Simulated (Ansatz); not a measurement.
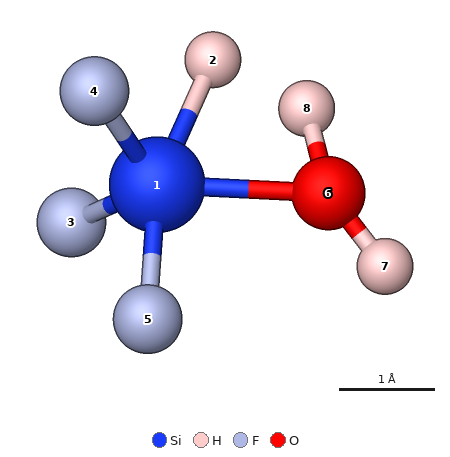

Figure 1. The starting structure (ball-and-stick view, seen at a tilt; atoms are numbered from 1 in the order of the input). Bond lengths as drawn: F–Si 1.61 to 1.63 Å, H–O 0.97 to 1.15 Å, H–Si 1.69 Å and O–Si 1.81 Å.

## Molecular dynamics of SiH$_{3}$OF$_{3}$ (part 1 of 4)

SiH$_{3}$OF$_{3}$, computed with RKS B3LYP/def2-SVP (Ansatz 0.2.0).

It belongs to a series of runs on one base structure; here: dynamics from the highest image of the converged band. Figures and captions count atoms from 1; the log counts them from 0 in places.

What the program printed
```
Engine: ansatz 0.2.0, aarch64-unknown-linux-gnu
Functional definition: B3LYP
  parameter a0 = 0.2
  parameter ax = 0.72
  parameter ac = 0.81
  exchange = (1 - a0 - ax)*slater_x + ax*b88_x + a0*exact_x
  correlation = (1 - ac)*vwn_rpa_c + ac*lyp_c
887 factors; integrals over basis functions are off by at most 3.4e-4 eV
mean field evaluation 1: about -18111.2424 eV, gradient 6.4e1 eV
mean field evaluation 2: about -18103.3233 eV, gradient 9.6e1 eV
mean field evaluation 4: about -18117.4492 eV, gradient 3.0e0 eV
mean field evaluation 8: about -18117.4776 eV, gradient 3.2e-2 eV
mean field -18117.47762195 eV, -665.8050221393 hartree, gradient 2.6e-5 eV, S^2 0.000000; 0 other end points of the search recorded, 0 dependent functions left out
the calculation of the forces begins
reference -18117.47781941 eV, -665.8050293957 hartree; 26, 26 occupied and 63, 63 virtual orbitals, 887 factors
md step     0: t =     0.00 fs  T =   300.0 K  F+E_penalty+E_count = -18117.47762195 eV  E_kin = 0.232668 eV  conserved = -18117.24495395 eV  (25 SCF iters)
these checks for a lower state are left out or cut short: starts, cluster_reference, orbital_swaps, neighbouring_geometries, increment
887 factors; integrals over basis functions are off by at most 3.4e-4 eV
mean field evaluation 16: about -18117.4599 eV, gradient 8.2e-1 eV
mean field -18117.47577141 eV, -665.8049541331 hartree, gradient 7.4e-5 eV, S^2 0.000000; 0 other end points of the search recorded, 0 dependent functions left out
the calculation of the forces begins
reference -18117.47596930 eV, -665.8049614053 hartree; 26, 26 occupied and 63, 63 virtual orbitals, 887 factors
md step     1: t =     0.50 fs  T =   297.6 K  F+E_penalty+E_count = -18117.47577141 eV  E_kin = 0.230830 eV  conserved = -18117.24494122 eV  (24 SCF iters)
[... from here on the SCF iterations and repeated set-up lines of each step are left out, up to the last step ...]
md step     2: t =     1.00 fs  T =   291.3 K  F+E_penalty+E_count = -18117.47079971 eV  E_kin = 0.225885 eV  conserved = -18117.24491488 eV  (24 SCF iters)
md step     3: t =     1.50 fs  T =   281.4 K  F+E_penalty+E_count = -18117.46310855 eV  E_kin = 0.218230 eV  conserved = -18117.24487873 eV  (24 SCF iters)
md step     4: t =     2.00 fs  T =   268.7 K  F+E_penalty+E_count = -18117.45326030 eV  E_kin = 0.208423 eV  conserved = -18117.24483750 eV  (25 SCF iters)
md step     5: t =     2.50 fs  T =   254.2 K  F+E_penalty+E_count = -18117.44190683 eV  E_kin = 0.197112 eV  conserved = -18117.24479485 eV  (24 SCF iters)
md step     6: t =     3.00 fs  T =   238.5 K  F+E_penalty+E_count = -18117.42972357 eV  E_kin = 0.184968 eV  conserved = -18117.24475512 eV  (24 SCF iters)
md step     7: t =     3.50 fs  T =   222.6 K  F+E_penalty+E_count = -18117.41734972 eV  E_kin = 0.172630 eV  conserved = -18117.24472013 eV  (24 SCF iters)
md step     8: t =     4.00 fs  T =   207.2 K  F+E_penalty+E_count = -18117.40535089 eV  E_kin = 0.160660 eV  conserved = -18117.24469104 eV  (26 SCF iters)
md step     9: t =     4.50 fs  T =   192.8 K  F+E_penalty+E_count = -18117.39419902 eV  E_kin = 0.149531 eV  conserved = -18117.24466814 eV  (25 SCF iters)
md step    10: t =     5.00 fs  T =   180.0 K  F+E_penalty+E_count = -18117.38426796 eV  E_kin = 0.139617 eV  conserved = -18117.24465051 eV  (26 SCF iters)
md step    11: t =     5.50 fs  T =   169.2 K  F+E_penalty+E_count = -18117.37584112 eV  E_kin = 0.131203 eV  conserved = -18117.24463781 eV  (25 SCF iters)
md step    12: t =     6.00 fs  T =   160.5 K  F+E_penalty+E_count = -18117.36911943 eV  E_kin = 0.124490 eV  conserved = -18117.24462968 eV  (25 SCF iters)
md step    13: t =     6.50 fs  T =   154.2 K  F+E_penalty+E_count = -18117.36422792 eV  E_kin = 0.119602 eV  conserved = -18117.24462609 eV  (25 SCF iters)
md step    14: t =     7.00 fs  T =   150.3 K  F+E_penalty+E_count = -18117.36121768 eV  E_kin = 0.116590 eV  conserved = -18117.24462720 eV  (25 SCF iters)
md step    15: t =     7.50 fs  T =   148.8 K  F+E_penalty+E_count = -18117.36006603 eV  E_kin = 0.115433 eV  conserved = -18117.24463296 eV  (26 SCF iters)
md step    16: t =     8.00 fs  T =   149.6 K  F+E_penalty+E_count = -18117.36067976 eV  E_kin = 0.116037 eV  conserved = -18117.24464281 eV  (25 SCF iters)
md step    17: t =     8.50 fs  T =   152.5 K  F+E_penalty+E_count = -18117.36290654 eV  E_kin = 0.118251 eV  conserved = -18117.24465544 eV  (25 SCF iters)
md step    18: t =     9.00 fs  T =   157.2 K  F+E_penalty+E_count = -18117.36655772 eV  E_kin = 0.121889 eV  conserved = -18117.24466885 eV  (26 SCF iters)
md step    19: t =     9.50 fs  T =   163.4 K  F+E_penalty+E_count = -18117.37144128 eV  E_kin = 0.126761 eV  conserved = -18117.24468055 eV  (25 SCF iters)
md step    20: t =    10.00 fs  T =   171.1 K  F+E_penalty+E_count = -18117.37740166 eV  E_kin = 0.132714 eV  conserved = -18117.24468810 eV  (25 SCF iters)
md step    21: t =    10.50 fs  T =   180.1 K  F+E_penalty+E_count = -18117.38435958 eV  E_kin = 0.139670 eV  conserved = -18117.24468920 eV  (25 SCF iters)
md step    22: t =    11.00 fs  T =   190.4 K  F+E_penalty+E_count = -18117.39234731 eV  E_kin = 0.147665 eV  conserved = -18117.24468225 eV  (25 SCF iters)
md step    23: t =    11.50 fs  T =   202.3 K  F+E_penalty+E_count = -18117.40153393 eV  E_kin = 0.156868 eV  conserved = -18117.24466624 eV  (25 SCF iters)
md step    24: t =    12.00 fs  T =   216.1 K  F+E_penalty+E_count = -18117.41223881 eV  E_kin = 0.167597 eV  conserved = -18117.24464150 eV  (25 SCF iters)
md step    25: t =    12.50 fs  T =   232.5 K  F+E_penalty+E_count = -18117.42492899 eV  E_kin = 0.180320 eV  conserved = -18117.24460862 eV  (25 SCF iters)
md step    26: t =    13.00 fs  T =   252.2 K  F+E_penalty+E_count = -18117.44020278 eV  E_kin = 0.195632 eV  conserved = -18117.24457029 eV  (26 SCF iters)
md step    27: t =    13.50 fs  T =   276.2 K  F+E_penalty+E_count = -18117.45875301 eV  E_kin = 0.214223 eV  conserved = -18117.24452975 eV  (25 SCF iters)
md step    28: t =    14.00 fs  T =   305.4 K  F+E_penalty+E_count = -18117.48131676 eV  E_kin = 0.236825 eV  conserved = -18117.24449176 eV  (24 SCF iters)
md step    29: t =    14.50 fs  T =   340.6 K  F+E_penalty+E_count = -18117.50860893 eV  E_kin = 0.264149 eV  conserved = -18117.24446024 eV  (24 SCF iters)
md step    30: t =    15.00 fs  T =   382.7 K  F+E_penalty+E_count = -18117.54125278 eV  E_kin = 0.296812 eV  conserved = -18117.24444031 eV  (24 SCF iters)
md step    31: t =    15.50 fs  T =   432.3 K  F+E_penalty+E_count = -18117.57970590 eV  E_kin = 0.335270 eV  conserved = -18117.24443580 eV  (24 SCF iters)
md step    32: t =    16.00 fs  T =   489.6 K  F+E_penalty+E_count = -18117.62419862 eV  E_kin = 0.379748 eV  conserved = -18117.24445042 eV  (26 SCF iters)
md step    33: t =    16.50 fs  T =   554.7 K  F+E_penalty+E_count = -18117.67468527 eV  E_kin = 0.430201 eV  conserved = -18117.24448433 eV  (25 SCF iters)
md step    34: t =    17.00 fs  T =   627.0 K  F+E_penalty+E_count = -18117.73082638 eV  E_kin = 0.486290 eV  conserved = -18117.24453666 eV  (25 SCF iters)
md step    35: t =    17.50 fs  T =   705.8 K  F+E_penalty+E_count = -18117.79199796 eV  E_kin = 0.547394 eV  conserved = -18117.24460435 eV  (25 SCF iters)
md step    36: t =    18.00 fs  T =   789.9 K  F+E_penalty+E_count = -18117.85733513 eV  E_kin = 0.612653 eV  conserved = -18117.24468170 eV  (25 SCF iters)
md step    37: t =    18.50 fs  T =   878.1 K  F+E_penalty+E_count = -18117.92580377 eV  E_kin = 0.681041 eV  conserved = -18117.24476280 eV  (25 SCF iters)
md step    38: t =    19.00 fs  T =   968.9 K  F+E_penalty+E_count = -18117.99627522 eV  E_kin = 0.751432 eV  conserved = -18117.24484370 eV  (25 SCF iters)
md step    39: t =    19.50 fs  T =  1060.7 K  F+E_penalty+E_count = -18118.06758799 eV  E_kin = 0.822667 eV  conserved = -18117.24492055 eV  (25 SCF iters)
md step    40: t =    20.00 fs  T =  1152.2 K  F+E_penalty+E_count = -18118.13860841 eV  E_kin = 0.893620 eV  conserved = -18117.24498850 eV  (26 SCF iters)
md step    41: t =    20.50 fs  T =  1242.0 K  F+E_penalty+E_count = -18118.20829731 eV  E_kin = 0.963253 eV  conserved = -18117.24504468 eV  (25 SCF iters)
md step    42: t =    21.00 fs  T =  1328.9 K  F+E_penalty+E_count = -18118.27576107 eV  E_kin = 1.030674 eV  conserved = -18117.24508669 eV  (25 SCF iters)
md step    43: t =    21.50 fs  T =  1412.1 K  F+E_penalty+E_count = -18118.34028852 eV  E_kin = 1.095174 eV  conserved = -18117.24511462 eV  (24 SCF iters)
md step    44: t =    22.00 fs  T =  1490.8 K  F+E_penalty+E_count = -18118.40136731 eV  E_kin = 1.156239 eV  conserved = -18117.24512840 eV  (24 SCF iters)
md step    45: t =    22.50 fs  T =  1564.7 K  F+E_penalty+E_count = -18118.45868342 eV  E_kin = 1.213553 eV  conserved = -18117.24513043 eV  (24 SCF iters)
md step    46: t =    23.00 fs  T =  1633.6 K  F+E_penalty+E_count = -18118.51209181 eV  E_kin = 1.266968 eV  conserved = -18117.24512354 eV  (24 SCF iters)
md step    47: t =    23.50 fs  T =  1697.4 K  F+E_penalty+E_count = -18118.56157886 eV  E_kin = 1.316468 eV  conserved = -18117.24511072 eV  (24 SCF iters)
md step    48: t =    24.00 fs  T =  1756.3 K  F+E_penalty+E_count = -18118.60722743 eV  E_kin = 1.362135 eV  conserved = -18117.24509210 eV  (24 SCF iters)
md step    49: t =    24.50 fs  T =  1810.5 K  F+E_penalty+E_count = -18118.64919936 eV  E_kin = 1.404129 eV  conserved = -18117.24506996 eV  (24 SCF iters)
md step    50: t =    25.00 fs  T =  1860.2 K  F+E_penalty+E_count = -18118.68771462 eV  E_kin = 1.442669 eV  conserved = -18117.24504545 eV  (24 SCF iters)
md step    51: t =    25.50 fs  T =  1905.7 K  F+E_penalty+E_count = -18118.72303753 eV  E_kin = 1.478017 eV  conserved = -18117.24502013 eV  (24 SCF iters)
md step    52: t =    26.00 fs  T =  1947.6 K  F+E_penalty+E_count = -18118.75546244 eV  E_kin = 1.510468 eV  conserved = -18117.24499478 eV  (24 SCF iters)
md step    53: t =    26.50 fs  T =  1986.1 K  F+E_penalty+E_count = -18118.78529785 eV  E_kin = 1.540327 eV  conserved = -18117.24497055 eV  (24 SCF iters)
md step    54: t =    27.00 fs  T =  2021.6 K  F+E_penalty+E_count = -18118.81284405 eV  E_kin = 1.567894 eV  conserved = -18117.24495013 eV  (24 SCF iters)
md step    55: t =    27.50 fs  T =  2054.6 K  F+E_penalty+E_count = -18118.83836989 eV  E_kin = 1.593437 eV  conserved = -18117.24493288 eV  (24 SCF iters)
md step    56: t =    28.00 fs  T =  2085.2 K  F+E_penalty+E_count = -18118.86211498 eV  E_kin = 1.617197 eV  conserved = -18117.24491772 eV  (24 SCF iters)
md step    57: t =    28.50 fs  T =  2113.8 K  F+E_penalty+E_count = -18118.88430746 eV  E_kin = 1.639405 eV  conserved = -18117.24490225 eV  (24 SCF iters)
md step    58: t =    29.00 fs  T =  2140.8 K  F+E_penalty+E_count = -18118.90519583 eV  E_kin = 1.660311 eV  conserved = -18117.24488449 eV  (24 SCF iters)
md step    59: t =    29.50 fs  T =  2166.4 K  F+E_penalty+E_count = -18118.92506953 eV  E_kin = 1.680204 eV  conserved = -18117.24486541 eV  (24 SCF iters)
md step    60: t =    30.00 fs  T =  2191.2 K  F+E_penalty+E_count = -18118.94424717 eV  E_kin = 1.699401 eV  conserved = -18117.24484622 eV  (24 SCF iters)
md step    61: t =    30.50 fs  T =  2215.5 K  F+E_penalty+E_count = -18118.96305600 eV  E_kin = 1.718229 eV  conserved = -18117.24482741 eV  (24 SCF iters)
md step    62: t =    31.00 fs  T =  2239.7 K  F+E_penalty+E_count = -18118.98181232 eV  E_kin = 1.737002 eV  conserved = -18117.24481064 eV  (25 SCF iters)
md step    63: t =    31.50 fs  T =  2264.2 K  F+E_penalty+E_count = -18119.00080034 eV  E_kin = 1.756005 eV  conserved = -18117.24479512 eV  (24 SCF iters)
md step    64: t =    32.00 fs  T =  2289.3 K  F+E_penalty+E_count = -18119.02027916 eV  E_kin = 1.775501 eV  conserved = -18117.24477860 eV  (27 SCF iters)
md step    65: t =    32.50 fs  T =  2315.4 K  F+E_penalty+E_count = -18119.04050263 eV  E_kin = 1.795740 eV  conserved = -18117.24476296 eV  (27 SCF iters)
md step    66: t =    33.00 fs  T =  2342.8 K  F+E_penalty+E_count = -18119.06170737 eV  E_kin = 1.816957 eV  conserved = -18117.24474993 eV  (27 SCF iters)
md step    67: t =    33.50 fs  T =  2371.6 K  F+E_penalty+E_count = -18119.08409221 eV  E_kin = 1.839351 eV  conserved = -18117.24474091 eV  (28 SCF iters)
md step    68: t =    34.00 fs  T =  2402.2 K  F+E_penalty+E_count = -18119.10779861 eV  E_kin = 1.863062 eV  conserved = -18117.24473673 eV  (27 SCF iters)
md step    69: t =    34.50 fs  T =  2434.6 K  F+E_penalty+E_count = -18119.13288527 eV  E_kin = 1.888145 eV  conserved = -18117.24474068 eV  (27 SCF iters)
md step    70: t =    35.00 fs  T =  2468.6 K  F+E_penalty+E_count = -18119.15929053 eV  E_kin = 1.914537 eV  conserved = -18117.24475311 eV  (24 SCF iters)
md step    71: t =    35.50 fs  T =  2504.1 K  F+E_penalty+E_count = -18119.18682007 eV  E_kin = 1.942046 eV  conserved = -18117.24477395 eV  (24 SCF iters)
md step    72: t =    36.00 fs  T =  2540.6 K  F+E_penalty+E_count = -18119.21515575 eV  E_kin = 1.970354 eV  conserved = -18117.24480184 eV  (24 SCF iters)
md step    73: t =    36.50 fs  T =  2577.5 K  F+E_penalty+E_count = -18119.24387907 eV  E_kin = 1.999045 eV  conserved = -18117.24483445 eV  (24 SCF iters)
md step    74: t =    37.00 fs  T =  2614.4 K  F+E_penalty+E_count = -18119.27249974 eV  E_kin = 2.027630 eV  conserved = -18117.24486924 eV  (24 SCF iters)
md step    75: t =    37.50 fs  T =  2650.4 K  F+E_penalty+E_count = -18119.30048507 eV  E_kin = 2.055580 eV  conserved = -18117.24490538 eV  (24 SCF iters)
md step    76: t =    38.00 fs  T =  2684.9 K  F+E_penalty+E_count = -18119.32727544 eV  E_kin = 2.082334 eV  conserved = -18117.24494120 eV  (24 SCF iters)
md step    77: t =    38.50 fs  T =  2717.2 K  F+E_penalty+E_count = -18119.35229855 eV  E_kin = 2.107323 eV  conserved = -18117.24497583 eV  (24 SCF iters)
md step    78: t =    39.00 fs  T =  2746.4 K  F+E_penalty+E_count = -18119.37498279 eV  E_kin = 2.129975 eV  conserved = -18117.24500805 eV  (24 SCF iters)
md step    79: t =    39.50 fs  T =  2771.9 K  F+E_penalty+E_count = -18119.39478178 eV  E_kin = 2.149746 eV  conserved = -18117.24503530 eV  (24 SCF iters)
md step    80: t =    40.00 fs  T =  2793.0 K  F+E_penalty+E_count = -18119.41121433 eV  E_kin = 2.166159 eV  conserved = -18117.24505498 eV  (24 SCF iters)
md step    81: t =    40.50 fs  T =  2809.4 K  F+E_penalty+E_count = -18119.42391135 eV  E_kin = 2.178847 eV  conserved = -18117.24506438 eV  (24 SCF iters)
md step    82: t =    41.00 fs  T =  2820.7 K  F+E_penalty+E_count = -18119.43265891 eV  E_kin = 2.187596 eV  conserved = -18117.24506298 eV  (24 SCF iters)
md step    83: t =    41.50 fs  T =  2826.8 K  F+E_penalty+E_count = -18119.43741013 eV  E_kin = 2.192358 eV  conserved = -18117.24505250 eV  (25 SCF iters)
md step    84: t =    42.00 fs  T =  2827.9 K  F+E_penalty+E_count = -18119.43826329 eV  E_kin = 2.193227 eV  conserved = -18117.24503641 eV  (24 SCF iters)
md step    85: t =    42.50 fs  T =  2824.3 K  F+E_penalty+E_count = -18119.43541858 eV  E_kin = 2.190401 eV  conserved = -18117.24501720 eV  (24 SCF iters)
md step    86: t =    43.00 fs  T =  2816.2 K  F+E_penalty+E_count = -18119.42914362 eV  E_kin = 2.184148 eV  conserved = -18117.24499573 eV  (24 SCF iters)
md step    87: t =    43.50 fs  T =  2804.1 K  F+E_penalty+E_count = -18119.41975831 eV  E_kin = 2.174786 eV  conserved = -18117.24497222 eV  (24 SCF iters)
md step    88: t =    44.00 fs  T =  2788.5 K  F+E_penalty+E_count = -18119.40762835 eV  E_kin = 2.162681 eV  conserved = -18117.24494700 eV  (24 SCF iters)
md step    89: t =    44.50 fs  T =  2769.9 K  F+E_penalty+E_count = -18119.39315756 eV  E_kin = 2.148237 eV  conserved = -18117.24492099 eV  (24 SCF iters)
md step    90: t =    45.00 fs  T =  2748.8 K  F+E_penalty+E_count = -18119.37676837 eV  E_kin = 2.131872 eV  conserved = -18117.24489629 eV  (24 SCF iters)
md step    91: t =    45.50 fs  T =  2725.8 K  F+E_penalty+E_count = -18119.35886664 eV  E_kin = 2.113992 eV  conserved = -18117.24487497 eV  (24 SCF iters)
md step    92: t =    46.00 fs  T =  2701.2 K  F+E_penalty+E_count = -18119.33980361 eV  E_kin = 2.094945 eV  conserved = -18117.24485876 eV  (24 SCF iters)
md step    93: t =    46.50 fs  T =  2675.5 K  F+E_penalty+E_count = -18119.31984551 eV  E_kin = 2.074997 eV  conserved = -18117.24484844 eV  (24 SCF iters)
md step    94: t =    47.00 fs  T =  2648.8 K  F+E_penalty+E_count = -18119.29916200 eV  E_kin = 2.054319 eV  conserved = -18117.24484292 eV  (24 SCF iters)
md step    95: t =    47.50 fs  T =  2621.3 K  F+E_penalty+E_count = -18119.27783898 eV  E_kin = 2.032999 eV  conserved = -18117.24484045 eV  (24 SCF iters)
md step    96: t =    48.00 fs  T =  2593.1 K  F+E_penalty+E_count = -18119.25590575 eV  E_kin = 2.011066 eV  conserved = -18117.24483942 eV  (24 SCF iters)
md step    97: t =    48.50 fs  T =  2564.0 K  F+E_penalty+E_count = -18119.23336510 eV  E_kin = 1.988526 eV  conserved = -18117.24483891 eV  (24 SCF iters)
md step    98: t =    49.00 fs  T =  2534.1 K  F+E_penalty+E_count = -18119.21021305 eV  E_kin = 1.965375 eV  conserved = -18117.24483771 eV  (24 SCF iters)
md step    99: t =    49.50 fs  T =  2503.5 K  F+E_penalty+E_count = -18119.18644951 eV  E_kin = 1.941612 eV  conserved = -18117.24483719 eV  (24 SCF iters)
md step   100: t =    50.00 fs  T =  2472.1 K  F+E_penalty+E_count = -18119.16207429 eV  E_kin = 1.917237 eV  conserved = -18117.24483760 eV  (24 SCF iters)
md step   101: t =    50.50 fs  T =  2439.8 K  F+E_penalty+E_count = -18119.13708718 eV  E_kin = 1.892250 eV  conserved = -18117.24483717 eV  (24 SCF iters)
md step   102: t =    51.00 fs  T =  2406.9 K  F+E_penalty+E_count = -18119.11150203 eV  E_kin = 1.866666 eV  conserved = -18117.24483557 eV  (24 SCF iters)
md step   103: t =    51.50 fs  T =  2373.2 K  F+E_penalty+E_count = -18119.08536304 eV  E_kin = 1.840532 eV  conserved = -18117.24483116 eV  (24 SCF iters)
md step   104: t =    52.00 fs  T =  2338.9 K  F+E_penalty+E_count = -18119.05876395 eV  E_kin = 1.813941 eV  conserved = -18117.24482341 eV  (26 SCF iters)
md step   105: t =    52.50 fs  T =  2304.2 K  F+E_penalty+E_count = -18119.03185310 eV  E_kin = 1.787040 eV  conserved = -18117.24481266 eV  (24 SCF iters)
md step   106: t =    53.00 fs  T =  2269.4 K  F+E_penalty+E_count = -18119.00482364 eV  E_kin = 1.760024 eV  conserved = -18117.24480013 eV  (24 SCF iters)
md step   107: t =    53.50 fs  T =  2234.6 K  F+E_penalty+E_count = -18118.97789044 eV  E_kin = 1.733103 eV  conserved = -18117.24478703 eV  (24 SCF iters)
md step   108: t =    54.00 fs  T =  2200.3 K  F+E_penalty+E_count = -18118.95126599 eV  E_kin = 1.706491 eV  conserved = -18117.24477497 eV  (24 SCF iters)
md step   109: t =    54.50 fs  T =  2166.7 K  F+E_penalty+E_count = -18118.92514200 eV  E_kin = 1.680379 eV  conserved = -18117.24476339 eV  (25 SCF iters)
md step   110: t =    55.00 fs  T =  2133.9 K  F+E_penalty+E_count = -18118.89968986 eV  E_kin = 1.654937 eV  conserved = -18117.24475260 eV  (24 SCF iters)
md step   111: t =    55.50 fs  T =  2102.1 K  F+E_penalty+E_count = -18118.87507127 eV  E_kin = 1.630323 eV  conserved = -18117.24474834 eV  (24 SCF iters)
md step   112: t =    56.00 fs  T =  2071.6 K  F+E_penalty+E_count = -18118.85141951 eV  E_kin = 1.606681 eV  conserved = -18117.24473831 eV  (24 SCF iters)
```
